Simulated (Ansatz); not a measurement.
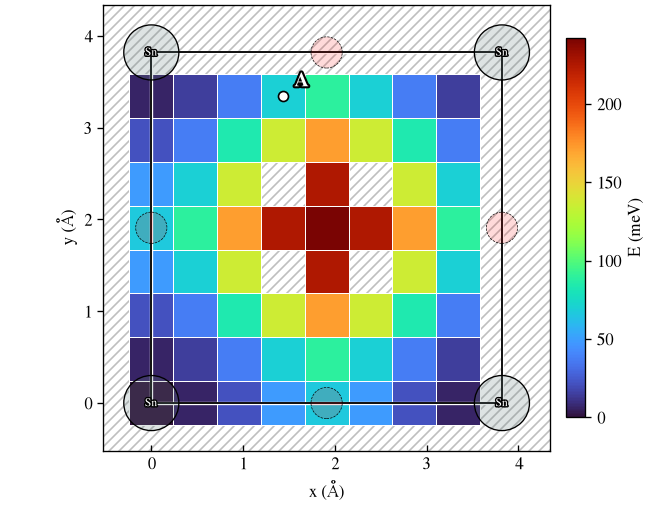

Si on a two-dimensional sheet of SnO (4 atoms of substrate and one adsorbate in a 1 × 1 cell). 
- Si is moved over the surface cell; relaxed at each place: the height of the adsorbate's atoms; substrate rigid; the origin of the map has the adsorbate above Sn4.
- Places are given modulo a cell vector. The map is drawn in real space over the plane of the surface.
- The grid has 8 × 8 points; 14 points were computed and 46 follow by symmetry. At 4 points there is no value.
- Energies are in meV, from the lowest grid point.
- The magnetic moment jumps between some neighbouring points. With one adsorbate in each 1 × 1 cell, its nearest image is 3.8 Å away, so neighbouring adsorbates interact.
- Computed with DFT PBE+D3(BJ), scalar-relativistic, plane waves, PAW (Ansatz 0.2.0). Settings: cutoff 420 eV, k-mesh 7×7×1, gaussian smearing 0.05 eV, spin-polarised.

The picture shows one coloured cell a grid point, labelled circles for the atoms of the top layer and small ones for the second layer, the outline of one cell of the plane, hatched blanks where no value was computed, the point A.

Question: Which way does the force act at A, and how strong is it?

Answer: A, at (3/8, 7/8) of the cell vectors, is not a stationary point. The computed force is 0.11 eV/Å in the plane, pointing up and left in the picture (components −0.06 and 0.09 eV/Å).

PAW datasets: the set soft_1.
